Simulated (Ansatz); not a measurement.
# Lattice dynamics of LaAs (model cell, started as zinc blende)

Wanted: phonon frequencies of LaAs (model cell, started as zinc blende) and what follows from them.

Program: Ansatz 0.2.0. Level of theory: DFT r2SCAN, scalar-relativistic, plane waves, PAW. Results are calculated unless marked as measured.

The structure was built from a prototype and need not be the compound's stable phase.

### 1. Starting point

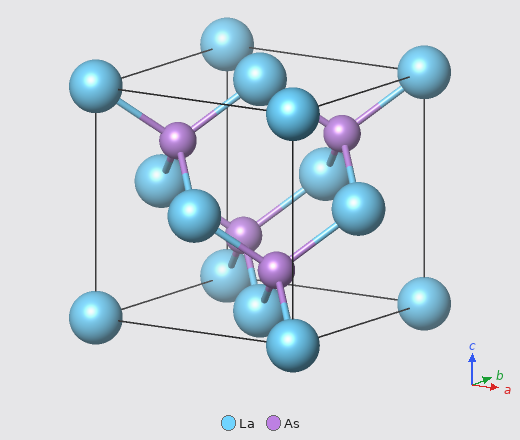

The cell as given, from a free direction (lanthanum blue, arsenic purple). This picture shows the conventional cell, with its axes. Bonds to atoms that aren't drawn are left out. Some periodic images of atoms are drawn too.

### 2. Bringing the structure to rest

Harmonic phonons are second derivatives at a point where the forces vanish, and they are wanted at zero stress, so atoms and cell are relaxed first.

input.yaml

```yaml
crystal:
  lattice:
    - [0.0, 3.34309, 3.34309]
    - [3.34309, 0.0, 3.34309]
    - [3.34309, 3.34309, 0.0]
  atoms:
    - { symbol: La, position: [0.0, 0.0, 0.0] }
    - { symbol: As, position: [0.25, 0.25, 0.25] }
kpoints:
  mp_grid: { grid: [6, 6, 6] }
hamiltonian:
  xc: r2scan
scf:
  occupations: { method: gaussian, width: 0.02 }
output:
  forces: true
  stress: true
  eigenvalues: true
relax:
  adjacent_minimum: "off"
  f_tol: 0.005
  max_steps: 80
  cell: { stress_tol: 0.05 }
```

The run is started by

```bash
$ ansatz run input.yaml --threads 4 --pin off --max-ram 7168MiB --backend cpu --events-out ev --progress --plain --runs-dir out
```

Numbers of over 12 decimals in the logs are rounded to 6 here.

Output:

```text
Engine: ansatz 0.2.0, aarch64-unknown-linux-gnu
Pseudopotentials: kind: paw
Pseudopotential: La, paw, valence charge 11, recommended cutoff 500 eV (meta_gga), La.paw.azcp
Pseudopotential: As, paw, valence charge 15, recommended cutoff 500 eV (meta_gga), As.paw.azcp
Functional definition: r2SCAN
  parameter k0 = 0.174
  parameter k1 = 0.065
  parameter a1 = 4.9479
  exchange = r2scan_x(k0 = k0, k1 = k1, a1 = a1)
  correlation = r2scan_c
Crystal: 2 atoms, lattice volume = 74.726 Å³
Basis set: ecut = 500 eV, 1917 PW (Γ), exchange–correlation on 144×144×144 points (64 copies of the dense FFT grid, shifted against one another)
Bands: 17, of which v1, the nominal top of the filled ones, is band 13 counted from 1 (12 counted from 0)
Symmetry: 24 space group operations
Space group: F-43m (ITA 216), of the structure as read, at distance tolerance 4.2e-5 Å
k-points: 16 of 216 (time reversal used)
Non-local potential: La, projectors of the file, l = 0: 3, l = 1: 2, l = 2: 2, l = 3: 3
Non-local potential: As, projectors of the file, l = 0: 2, l = 1: 2, l = 2: 3, l = 3: 1
PAW form: soft (Blöchl's): semilocal exchange-correlation on the pseudo side does not see the compensation charge
PAW frozen core: La, regenerated for the run's functional (the file was generated under x = pbe(κ = 0.804, μ = 0.219515), c = pbe(β = 0.066725))
PAW frozen core: As, regenerated for the run's functional (the file was generated under x = pbe(κ = 0.804, μ = 0.219515), c = pbe(β = 0.066725))
PAW one-centre angular grid: La, 974 points (default); XC on 160 Gauss nodes
PAW one-centre angular grid: As, 590 points (default); XC on 160 Gauss nodes
Initial density: superposition of atomic densities (neutral atoms: chi_scale 0, normalization atom), corrected by the library's trained network
Initial wavefunctions: pseudopotential atomic-orbital guess
Functional: x = r2scan, c = r2scan; τ floored in thin density (d = 2e-4 eV/Å³)
SCF iter   1: F=—  HF=-11131.873494 eV  |F-HF|=—  |Δ(HF+E_count)|=         —  Δρ=8.26e-3  dr2=1.02e-1  dr2_τ=9.10e-3  ethr=1.77e-3  ⟨swp⟩=5.0  Hψ=1189  notcnv=0
preconditioner: auto → none  [insulator: Δε(μ)=1.803 eV  Ē_g=11.787 eV  σ=0.020 eV  W_gap=1.00  n_scr=14 (ndim 8)  ℏωp=16.1 eV  f_vac=0.047  D(μ)=0.00/eV (n_scr^D=0)  ε∞_Penn≈2.9]
SCF iter   2: F=—  HF=-11131.882941 eV  |F-HF|=—  |Δ(HF+E_count)|=   9.45e-3  Δρ=3.10e-3  dr2=1.27e-2  dr2_τ=1.62e-3  ethr=3.91e-4  ⟨swp⟩=4.8  Hψ=827  notcnv=0
SCF iter   3: F=—  HF=-11131.878963 eV  |F-HF|=—  |Δ(HF+E_count)|=   3.98e-3  Δρ=1.22e-3  dr2=5.39e-4  dr2_τ=3.64e-5  ethr=4.88e-5  ⟨swp⟩=4.2  Hψ=639  notcnv=0
SCF iter   4: F=—  HF=-11131.879174 eV  |F-HF|=—  |Δ(HF+E_count)|=   2.11e-4  Δρ=2.76e-4  dr2=2.49e-5  dr2_τ=2.51e-6  ethr=2.07e-6  ⟨swp⟩=2.2  Hψ=439  notcnv=0
SCF iter   5: F=—  HF=-11131.879198 eV  |F-HF|=—  |Δ(HF+E_count)|=   2.40e-5  Δρ=2.97e-5  dr2=3.16e-7  dr2_τ=2.84e-8  ethr=9.58e-8  ⟨swp⟩=2.1  Hψ=381  notcnv=0
SCF iter   6: F=-11131.879199 eV  HF=-11131.879199 eV  |F-HF|=6.97e-9  |Δ(HF+E_count)|=   6.32e-7  Δρ=6.99e-6  dr2=2.18e-8  dr2_τ=1.30e-9  ethr=3.85e-10  ⟨swp⟩=6.9  Hψ=1520  notcnv=0
SCF 1 converged in 6 iterations: F = -11131.879199 eV  dr2 = 2.18e-8
  greatest PAW one-centre occupation: 0.999 electrons in one spin orbital (limit 2), on the As atom at site 1 (counted from 0), in its partial waves of l = 2
relax step   1: F+E_penalty+E_count = -11131.87919881 eV  Δ(F+E_penalty+E_count) = +0.000e0 eV  max|allowed force component| = 3.180e-17 eV/Å  Δτ_max = 0.0000 Å  P = +2.482 GPa  Ω = 74.726 Å³  (6 SCF iters, dr2 threshold 1.00e-7 eV, accepted)
Crystal: 2 atoms, lattice volume = 81.727 Å³
Basis set: ecut = 500 eV, 2085 PW (Γ), exchange–correlation on 144×144×144 points (64 copies of the dense FFT grid, shifted against one another)
Initial density: handed on by an earlier stage of this run
Initial wavefunctions: those handed on with the density
iter 1 solved again at ethr=5.42e-5 eV; its pass at ethr=3.10e-3 eV (dr2=1.41e-2 eV) is discarded
SCF iter   1: F=—  HF=-11131.795609 eV  |F-HF|=—  |Δ(HF+E_count)|=         —  Δρ=3.25e-3  dr2=1.47e-2  dr2_τ=1.92e-2  ethr=5.42e-5  ⟨swp⟩=2.0  Hψ=2377  notcnv=0
preconditioner: auto → none  [insulator: Δε(μ)=1.731 eV  Ē_g=5.543 eV  σ=0.020 eV  W_gap=1.00  n_scr=14 (ndim 8)  ℏωp=11.6 eV  f_vac=0.122  D(μ)=0.00/eV (n_scr^D=0)  ε∞_Penn≈5.4]
SCF iter   2: F=—  HF=-11131.891536 eV  |F-HF|=—  |Δ(HF+E_count)|=   9.59e-2  Δρ=1.66e-3  dr2=3.72e-3  dr2_τ=1.37e-4  ethr=5.42e-5  ⟨swp⟩=3.8  Hψ=550  notcnv=0
SCF iter   3: F=—  HF=-11131.891390 eV  |F-HF|=—  |Δ(HF+E_count)|=   1.46e-4  Δρ=7.42e-4  dr2=6.41e-4  dr2_τ=2.20e-5  ethr=1.43e-5  ⟨swp⟩=3.3  Hψ=451  notcnv=0
SCF iter   4: F=—  HF=-11131.891354 eV  |F-HF|=—  |Δ(HF+E_count)|=   3.59e-5  Δρ=1.93e-4  dr2=2.27e-5  dr2_τ=9.30e-7  ethr=2.47e-6  ⟨swp⟩=2.2  Hψ=548  notcnv=0
SCF iter   5: F=—  HF=-11131.891369 eV  |F-HF|=—  |Δ(HF+E_count)|=   1.50e-5  Δρ=4.70e-5  dr2=1.14e-6  dr2_τ=3.99e-8  ethr=8.75e-8  ⟨swp⟩=2.0  Hψ=480  notcnv=0
SCF iter   6: F=-11131.891371 eV  HF=-11131.891371 eV  |F-HF|=8.79e-9  |Δ(HF+E_count)|=   1.27e-6  Δρ=9.57e-6  dr2=4.76e-8  dr2_τ=2.89e-9  ethr=7.69e-10  ⟨swp⟩=7.1  Hψ=1424  notcnv=0
SCF 2 converged in 6 iterations: F = -11131.891371 eV  dr2 = 4.76e-8
relax step   2: F+E_penalty+E_count = -11131.89137069 eV  Δ(F+E_penalty+E_count) = -1.217e-2 eV  max|allowed force component| = 4.857e-17 eV/Å  Δτ_max = 0.0000 Å  P = -1.604 GPa  Ω = 81.727 Å³  energy of the carried Pulay correction = -6.905e-4 eV  (6 SCF iters, dr2 threshold 2.00e-7 eV, accepted)
Crystal: 2 atoms, lattice volume = 78.828 Å³
Basis set: ecut = 500 eV, 1989 PW (Γ), exchange–correlation on 144×144×144 points (64 copies of the dense FFT grid, shifted against one another)
iter 1 solved again at ethr=7.36e-6 eV; its pass at ethr=3.10e-3 eV (dr2=1.91e-3 eV) is discarded
SCF iter   1: F=—  HF=-11131.891760 eV  |F-HF|=—  |Δ(HF+E_count)|=         —  Δρ=1.20e-3  dr2=1.99e-3  dr2_τ=2.89e-3  ethr=7.36e-6  ⟨swp⟩=1.9  Hψ=2259  notcnv=0
preconditioner: auto → none  [insulator: Δε(μ)=1.709 eV  Ē_g=5.622 eV  σ=0.020 eV  W_gap=1.00  n_scr=14 (ndim 8)  ℏωp=11.8 eV  f_vac=0.057  D(μ)=0.00/eV (n_scr^D=0)  ε∞_Penn≈5.4]
SCF iter   2: F=—  HF=-11131.907632 eV  |F-HF|=—  |Δ(HF+E_count)|=   1.59e-2  Δρ=6.57e-4  dr2=4.89e-4  dr2_τ=2.17e-5  ethr=7.36e-6  ⟨swp⟩=3.2  Hψ=509  notcnv=0
SCF iter   3: F=—  HF=-11131.907634 eV  |F-HF|=—  |Δ(HF+E_count)|=   2.55e-6  Δρ=2.86e-4  dr2=8.35e-5  dr2_τ=2.98e-6  ethr=1.88e-6  ⟨swp⟩=2.2  Hψ=404  notcnv=0
SCF iter   4: F=—  HF=-11131.907633 eV  |F-HF|=—  |Δ(HF+E_count)|=   1.25e-6  Δρ=5.93e-5  dr2=1.94e-6  dr2_τ=1.04e-7  ethr=3.21e-7  ⟨swp⟩=2.9  Hψ=483  notcnv=0
SCF iter   5: F=-11131.907635 eV  HF=-11131.907635 eV  |F-HF|=8.44e-8  |Δ(HF+E_count)|=   1.90e-6  Δρ=1.62e-5  dr2=1.33e-7  dr2_τ=5.85e-9  ethr=7.69e-10  ⟨swp⟩=7.4  Hψ=1502  notcnv=0
SCF 3 converged in 5 iterations: F = -11131.907635 eV  dr2 = 1.33e-7
relax step   3: F+E_penalty+E_count = -11131.90763522 eV  Δ(F+E_penalty+E_count) = -1.626e-2 eV  max|allowed force component| = 4.438e-17 eV/Å  Δτ_max = 0.0000 Å  P = -0.119 GPa  Ω = 78.828 Å³  energy of the carried Pulay correction = -4.122e-4 eV  (5 SCF iters, dr2 threshold 2.00e-7 eV, accepted)
[...]
relax step   4: F+E_penalty+E_count = -11131.90773675 eV  Δ(F+E_penalty+E_count) = -1.015e-4 eV  max|allowed force component| = 4.387e-17 eV/Å  Δτ_max = 0.0000 Å  P = +0.006 GPa  Ω = 78.604 Å³  energy of the carried Pulay correction = -3.902e-4 eV  (4 SCF iters, dr2 threshold 3.56e-8 eV, accepted)
Initial wavefunctions: pseudopotential atomic-orbital guess (no wavefunctions were taken with the density)
iter 1 solved again at ethr=1.11e-7 eV; its pass at ethr=3.10e-3 eV (dr2=2.90e-5 eV) is discarded
SCF iter   1: F=—  HF=-11131.908123 eV  |F-HF|=—  |Δ(HF+E_count)|=         —  Δρ=4.70e-5  dr2=1.47e-7  dr2_τ=5.03e-7  ethr=1.11e-7  ⟨swp⟩=3.1  Hψ=1994  notcnv=0
preconditioner: auto → none  [insulator: Δε(μ)=1.709 eV  Ē_g=5.644 eV  σ=0.020 eV  W_gap=1.00  n_scr=14 (ndim 8)  ℏωp=11.8 eV  f_vac=0.073  D(μ)=0.00/eV (n_scr^D=0)  ε∞_Penn≈5.4]
SCF iter   2: F=—  HF=-11131.908130 eV  |F-HF|=—  |Δ(HF+E_count)|=   6.51e-6  Δρ=2.41e-5  dr2=4.06e-8  dr2_τ=9.68e-8  ethr=5.66e-10  ⟨swp⟩=2.2  Hψ=487  notcnv=0
SCF iter   3: F=—  HF=-11131.908131 eV  |F-HF|=—  |Δ(HF+E_count)|=   9.41e-7  Δρ=2.95e-6  dr2=2.43e-9  dr2_τ=1.14e-9  ethr=1.56e-10  ⟨swp⟩=2.3  Hψ=445  notcnv=0
SCF iter   4: F=—  HF=-11131.908131 eV  |F-HF|=—  |Δ(HF+E_count)|=   1.36e-8  Δρ=5.72e-7  dr2=3.76e-10  dr2_τ=2.04e-11  ethr=9.36e-12  ⟨swp⟩=2.0  Hψ=480  notcnv=0
SCF iter   5: F=—  HF=-11131.908131 eV  |F-HF|=—  |Δ(HF+E_count)|=  1.93e-10  Δρ=3.07e-7  dr2=2.32e-11  dr2_τ=1.59e-11  ethr=1.45e-12  ⟨swp⟩=2.0  Hψ=336  notcnv=0
SCF iter   6: F=-11131.908131 eV  HF=-11131.908131 eV  |F-HF|=1.82e-12  |Δ(HF+E_count)|=  1.40e-10  Δρ=4.54e-8  dr2=6.45e-13  dr2_τ=3.05e-13  ethr=1.00e-12  ⟨swp⟩=5.8  Hψ=1187  notcnv=0
SCF 5 converged in 6 iterations: F = -11131.908131 eV  dr2 = 6.45e-13
relax step   5: F+E_penalty+E_count = -11131.90813068 eV  Δ(F+E_penalty+E_count) = -3.939e-4 eV  max|allowed force component| = 4.590e-17 eV/Å  Δτ_max = 0.0000 Å  P = +0.007 GPa  Ω = 78.604 Å³  stress off target by 6.82e-3 GPa  SCF on the basis re-selected at this cell (its energy is not comparable with the rows above)  (6 SCF iters)
basis re-selected at this cell: Δ(F+E_penalty+E_count) = -3.939e-4 eV, ΔP = +0.001 GPa vs the last step (what re-selecting the basis moved, of the pressure what is left beyond the Pulay correction that the steps carried, after the strain that the cell walked since its last selection, with what the two solves' SCF thresholds leave and, on support functions, any second-order correction that the steps lacked; it is no m [...]
SCF converged after 6 iterations
Free energy (F): -11131.908131 eV
Harris-Foulkes:  -11131.908131 eV  (|F-HF|=1.82e-12)
Internal energy: -11131.908131 eV  (E = F + TS)
E sigma→0 (E₀):  -11131.908131 eV
Fermi energy:    6.856457 eV
--- Per-component energies (eV) ---
  E_band       = -371.278352
  E_kinetic    = 294.351578
  E_local      = -2779.526499  (includes V_loc(G=0)·N_el)
  E_nonlocal   = -576.321548
  E_hartree    = 1382.421674
  E_xc         = -206.352315
  E_vxc        = -244.602784  (∫ρ·V_xc dr)
  E_paw        = -7285.222971  (= ΣΔE_a)
  E_vpaw       = 157.363728  (= ΣTr[D̂ρ^β])
  E_aug_tail   = -0.000006  (compensation charges beyond the density's cutoff)
  E_vtau       = 12.613821  (kinetic-family band-sum trace: ∫τ·v_τ [+ j·A + Jᵃ·Aᵃ] dr)
  E_ewald      = -1959.869148
  E_core_change = -1.388895  (= ΣΔE_core)
  E_smearing   = -0.000000  (= −TS)
  E_closure    = 0.000000  (closes the sum)
  Σ components = -11131.908131   (vs F -11131.908131, Δ=0.00e0)
--- Forces (eV/Å), atoms counted from 1 ---
  atom   1  La     0.00000000     0.00000000     0.00000000
  atom   2  As     0.00000000     0.00000000     0.00000000
  max |Σ_I F_I| component: 1.02e-16 eV/Å
--- Stress (GPa, compression-positive) ---
        0.006824      -0.000000      -0.000000
       -0.000000       0.006824       0.000000
       -0.000000      -0.000000       0.006824
  P = ⅓ Tr σ = 0.0068 GPa (0.068 kbar)
--- Band table (eV; the first three rows and the last of 16) ---
  k-point 0: bands = [... 9 lower, -3.3323, 4.8104, 4.8104, 4.8104, 7.9664, 9.0791, 9.0791, 9.0791]
  k-point 1: bands = [... 9 lower, -3.1961, 4.6569, 4.9212, 4.9212, 8.3974, 8.9389, 8.9389, 9.0605]
  k-point 2: bands = [... 9 lower, -2.9429, 4.6733, 5.1221, 5.1221, 8.7050, 8.8835, 8.8835, 9.0317]
  k-point 15: bands = [... 9 lower, -2.6479, 4.5274, 5.4513, 6.0017, 7.7112, 8.8405, 9.0023, 9.0858]
--- Relaxed structure (4 steps of the walk, 4 accepted, 1 SCFs on fresh bases) ---
  F+E_penalty+E_count = -11131.90813068 eV   max|allowed force component| = 4.590e-17 eV/Å   (the final SCF, on the basis selected at the relaxed cell)
  cell:  # Å, volume = 78.6039 Å³
    - [0, 3.399941, 3.399941]
    - [3.399941, 0, 3.399941]
    - [3.399941, 3.399941, 0]
  atoms:
    - { symbol: La, position: [0, 0, 0] }
    - { symbol: As, position: [0.25, 0.25, 0.25] }
```

Run time: 7.3 s. Hardware: 4 threads of Arm Neoverse V2, shared host; peak memory 0.55 GiB; 26 s of CPU time.

Relaxation path:

| step | energy less that of the first step (eV) | largest force component (eV/Å) | pressure (GPa) | volume (Å³) |
| --- | --- | --- | --- | --- |
| 1 | 0.0000 | 0.0000 | 2.48 | 74.73 |
| 2 | -0.0122 | 0.0000 | -1.60 | 81.73 |
| 3 | -0.0284 | 0.0000 | -0.12 | 78.83 |
| 4 | -0.0285 | 0.0000 | 0.01 | 78.60 |
| 5* | -0.0289 | 0.0000 | 0.01 | 78.60 |

Relaxation steps marked * repeat the geometry before them on a plane-wave basis chosen anew for their cell, so energy and pressure can jump there.

The run keeps the 24 symmetry operations that it works with, so distortions that break them were not tested.

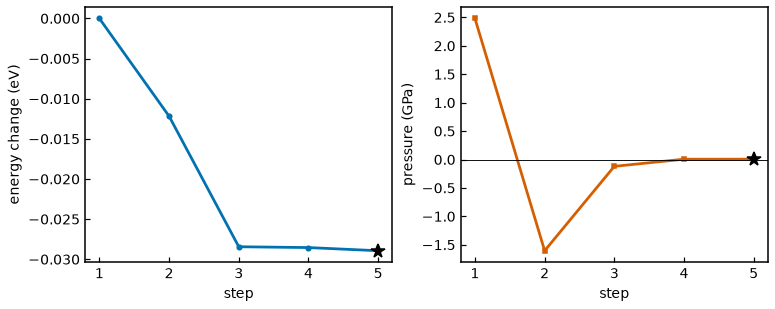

Energy and pressure along the relaxation. Stars mark steps on a basis chosen anew.

| conventional cell, symmetrised | before | after | change |
| --- | --- | --- | --- |
| a (Å) | 6.686 | 6.800 | +1.7 % |
| b (Å) | 6.686 | 6.800 | +1.7 % |
| c (Å) | 6.686 | 6.800 | +1.7 % |
| volume (Å³/atom) | 37.36 | 39.30 | +5.2 % |

The relaxed structure:

```
La As
1.0
     0.00000    3.39994    3.39994
     3.39994    0.00000    3.39994
     3.39994    3.39994    0.00000
La As
1 1
Direct
  0.00000 0.00000 0.00000
  0.25000 0.25000 0.25000
```

Numbers from this step:

```yaml
pressure: 0.006824 GPa
gap_on_the_k_mesh: 1.709 eV
volume_per_atom: 39.30 Å³
direct_gap_on_mesh: 1.709 eV
```

In this step the volume went from 37.36 to 39.30 Å³/atom.

### 3. Tight relaxation

Phonons need a cell at rest on their own settings, so the relaxation is repeated with tight tolerances on forces and stress, using the mesh and the filling of the phonon run that follows.

input.yaml

```yaml
crystal:
  lattice:
    - [0.0, 3.399941309, 3.399941309]
    - [3.399941309, 0.0, 3.399941309]
    - [3.399941309, 3.399941309, 0.0]
  atoms:
    - { symbol: La, position: [0.0, 0.0, 0.0] }
    - { symbol: As, position: [0.25, 0.25, 0.25] }
kpoints:
  mp_grid: { grid: [8, 8, 8] }
hamiltonian:
  xc: r2scan
scf:
  occupations: { method: fixed }
output:
  forces: true
  stress: true
  eigenvalues: true
relax:
  adjacent_minimum: "off"
  f_tol: 0.001
  max_steps: 60
  cell: { stress_tol: 0.01 }
```

Output:

```text
[...]
Crystal: 2 atoms, lattice volume = 78.604 Å³
Basis set: ecut = 500 eV, 1989 PW (Γ), exchange–correlation on 144×144×144 points (64 copies of the dense FFT grid, shifted against one another)
Bands: 17, of which v1, the nominal top of the filled ones, is band 13 counted from 1 (12 counted from 0)
Symmetry: 24 space group operations
[...]
k-point 28: bands = [... 9 lower, -2.6462, 4.8772, 5.0520, 6.0068, 7.6904, 8.8285, 8.9985, 9.0778]
--- Relaxed structure (1 steps of the walk, 1 accepted, 1 SCFs on fresh bases) ---
[...]
cell:  # Å, volume = 78.6039 Å³
    - [0.0, 3.399941309, 3.399941309]
    - [3.399941309, 0.0, 3.399941309]
    - [3.399941309, 3.399941309, 0.0]
  atoms:
    - { symbol: La, position: [0.0, 0.0, 0.0] }
    - { symbol: As, position: [0.25, 0.25, 0.25] }
[key lines of the parts left out:]
SCF converged after 6 iterations
Free energy (F): -11131.908000 eV
Fermi energy:    6.006777 eV
P = ⅓ Tr σ = 0.0091 GPa (0.091 kbar)
```

It took 4.8 s on 4 threads; peak memory 0.56 GiB; 18 s of CPU time.

Little changed from the start: no atom moved by 0.005 Å and no cell edge by 0.1 %.

Numbers from this step:

```yaml
pressure: 0.009128 GPa
gap_on_the_k_mesh: 1.684 eV
direct_gap_on_mesh: 1.684 eV
```

The forces vanish by symmetry and the pressure is 0.009 GPa, within the tolerances set. The cell now holds 39.30 Å³/atom.

[end of part 1 of 2]

[Logs are printed without paths, hosts, clocks, repeated set-up lines and the standing remarks that a program may print on its own settings, such as how far it seeks lower states.]

[Hosts, paths, dates, database ids (printed as entryN), source tags and the programs' standing remarks are cut or masked in the printed files.]
